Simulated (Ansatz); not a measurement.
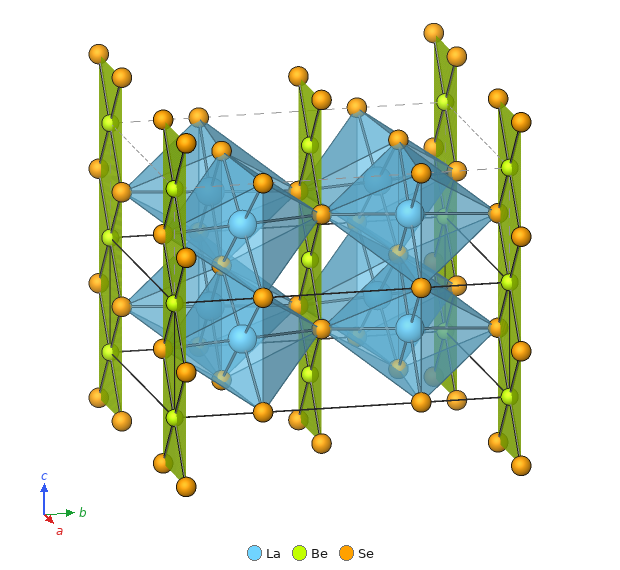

Polyhedra are drawn about Be and La (bonds: Be–Se below 2.8 Å and La–Se below 3.4 Å); other atoms are plain spheres.

The compound is La₂BeSe₄ (space group Cmmm, No. 65), taken as coordinates from a relaxation with DFT PBE, scalar-relativistic, plane waves, PAW (Ansatz); the starting structure was generated, so it need not be a known form of this composition.

Sharing among the drawn polyhedra:

```json
{"site": "Be", "polyhedron": "BeSe4 square", "corner-sharing neighbours": "8", "edge-sharing": "2", "face-sharing": "0", "bond (Å)": "2.55"}
{"site": "La", "polyhedron": "LaSe6 octahedron", "corner-sharing neighbours": "10", "edge-sharing": "4", "face-sharing": "0", "bond (Å)": "2.96–3.00"}
```

They form a three-dimensional framework of corner- and edge-sharing octahedra and squares.
